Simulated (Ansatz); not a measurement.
Consider Ta8N9.

Input file:

```
crystal:
  lattice:
    - [0.0, 4.41, 4.41]
    - [4.41, 0.0, 4.41]
    - [4.41, 4.41, 0.0]
  atoms:
    - { symbol: Ta, position: [0.0, 0.0, 0.0] }
    - { symbol: Ta, position: [0.0, 0.0, 0.5] }
    - { symbol: Ta, position: [0.0, 0.5, 0.0] }
    - { symbol: Ta, position: [0.0, 0.5, 0.5] }
    - { symbol: Ta, position: [0.5, 0.0, 0.0] }
    - { symbol: Ta, position: [0.5, 0.0, 0.5] }
    - { symbol: Ta, position: [0.5, 0.5, 0.0] }
    - { symbol: Ta, position: [0.5, 0.5, 0.5] }
    - { symbol: "N", position: [0.25, 0.25, 0.25] }
    - { symbol: "N", position: [0.25, 0.25, 0.75] }
    - { symbol: "N", position: [0.25, 0.75, 0.25] }
    - { symbol: "N", position: [0.25, 0.75, 0.75] }
    - { symbol: "N", position: [0.75, 0.25, 0.25] }
    - { symbol: "N", position: [0.75, 0.25, 0.75] }
    - { symbol: "N", position: [0.75, 0.75, 0.25] }
    - { symbol: "N", position: [0.75, 0.75, 0.75] }
    - { symbol: "N", position: [0.125, 0.125, 0.125] }
scf:
  occupations: { method: gaussian, width: 0.2 }
output:
  forces: true
  stress: true
  eigenvalues: true
  write_density: true
  write_potential: true
  elf: true
  volumetric_format: npy
kpoints:
  mp_grid: { grid: [12, 12, 12] }
hamiltonian:
  xc: pbesol
relax:
  f_tol: 0.003
  max_steps: 60
  cell: { stress_tol: 0.05 }
```

Launched as:

```sh
ansatz run input.yaml --threads 8 --pin off --max-ram 24576MiB --backend cpu --events-out ev --progress --plain --runs-dir out
```

Below, planes, directions and counts refer to the conventional cell (a = 8.94 Å, b = 8.94 Å, c = 8.94 Å, α = 90.00°, β = 90.00°, γ = 90.00°).

The fields are those of the run's last geometry, not of the input's.

Space group F-43m; a generated structure, not necessarily the stable one; computed without spin polarisation.

These are results of Ansatz 0.2.0, DFT PBEsol, scalar-relativistic, plane waves, PAW, not measurements.

What can the converged valence pseudo-density and electron localisation function tell about the bonding?

Ta–N (1.93 Å): ρ at the midpoint is about 1.2 e/Å³; the ELF peaks at about 0.85 in the valence shell of N, 0.6 Å from its nucleus, and drops to about 0.35 between the two atoms.
Ta–Ta (2.98 Å): the density is about 0.28 e/Å³ at the midpoint; the ELF is about 0.30 at the midpoint (no shared electron pair shows on this line).
Ta–N (2.16 Å): ρ at the midpoint is about 0.62 e/Å³; the ELF peaks at about 0.80 in the valence shell of N, 0.6 Å from its nucleus, and is about 0.20 at the midpoint; no localised pair shows between them.

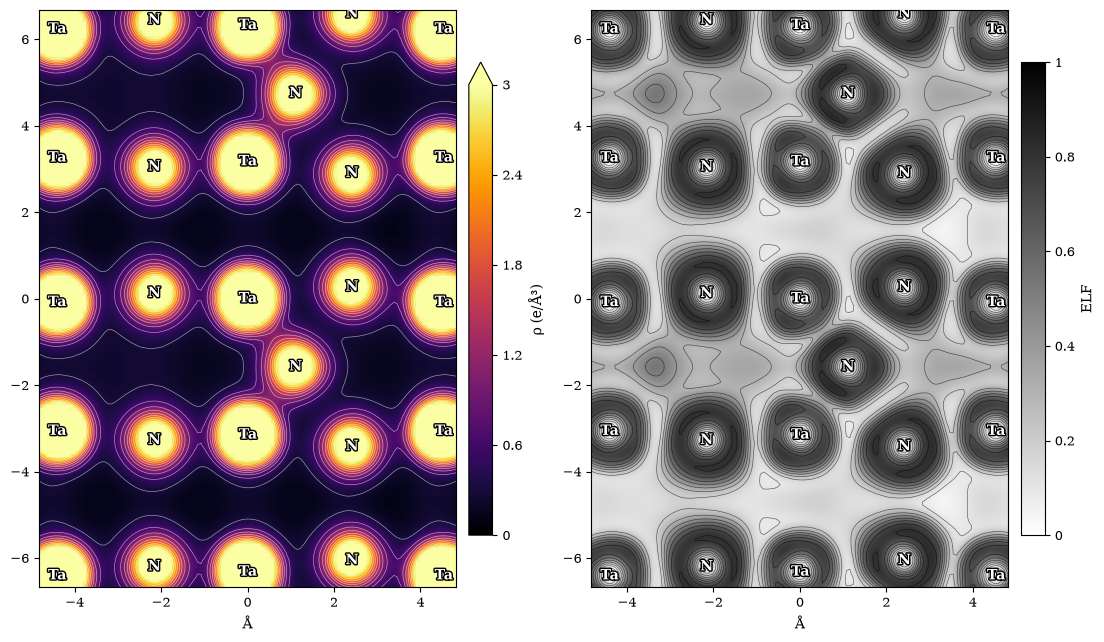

Computed valence pseudo-density and electron localisation function on the (101) plane of the conventional cell, in this order. 
